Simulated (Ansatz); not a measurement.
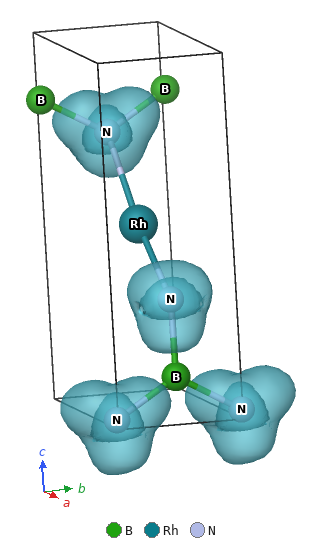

Figure 1: B2RhN3. Isosurface of the electron localisation function at 0.7 (cyan), seen slightly off an axis. Only the valence region is drawn (cores and ρ < 0.01 e/Å³ removed). Sticks mark near contacts.

Space group Pm; a structure from a database of computed crystals, not necessarily the ambient phase; started from the Ca2CuO3-71 prototype, which need not be the ambient phase; changed on purpose from its base cell (shaken); computed without spin polarisation.

Method: DFT, PBEsol, plane waves, PAW in Ansatz.

Core electrons are frozen (PAW), and the valence fields are smoothed inside the atomic spheres.

Input file:

```
crystal:
  lattice:
    - [-1.1904553845, 3.5705263611, 4.1234734264]
    - [1.2109542056, -3.5573740831, 4.1181420599]
    - [1.1656100522, 3.5490157526, -4.1122653652]
  atoms:
    - { symbol: B, position: [0.873748809, 0.3751441597, 0.4855552736] }
    - { symbol: B, position: [0.125979059, 0.6238329363, 0.5337513528] }
    - { symbol: Rh, position: [0.4972355975, -0.0031803893, 0.485809177] }
    - { symbol: "N", position: [-0.0230595666, 0.0251640817, 0.0030040608] }
    - { symbol: "N", position: [0.2752024319, 0.7873501959, 0.4924373311] }
    - { symbol: "N", position: [0.7152827558, 0.2209542621, 0.4861531511] }
kpoints:
  mp_grid: { grid: [8, 8, 8] }
hamiltonian:
  xc: pbesol
scf:
  occupations: { method: fermi_dirac, width: 0.05 }
relax:
  f_tol: 0.01
  cell: {}
  max_steps: 120
output:
  write_density: true
  write_potential: true
  elf: true
  volumetric_format: npy
```

Command:

```sh
ansatz run input.yaml --threads 2 --pin off --max-ram 2211MiB --backend cpu --events-out ev --progress --plain --runs-dir out
```

Below, planes, directions and counts refer to the conventional cell (a = 3.11 Å, b = 2.54 Å, c = 6.90 Å, α = 90.00°, β = 98.54°, γ = 89.99°).

The fields are those of the run's last geometry, not of the input's.

**Describe the localisation domains.**

At this value the surface marks out three regions on N in which the atom's valence shell and bonds are merged, counted in one cell of 6 atoms. Any copies at cell faces, edges or corners count once. Profiles from the grid: B–N (1.45 Å): the ELF peaks at about 0.95 between the atoms, as expected for a polar covalent bond. Rh–N (1.93 Å): the ELF peaks at about 0.85 in the valence shell of N, 0.6 Å from its nucleus, and is about 0.25 at the midpoint.
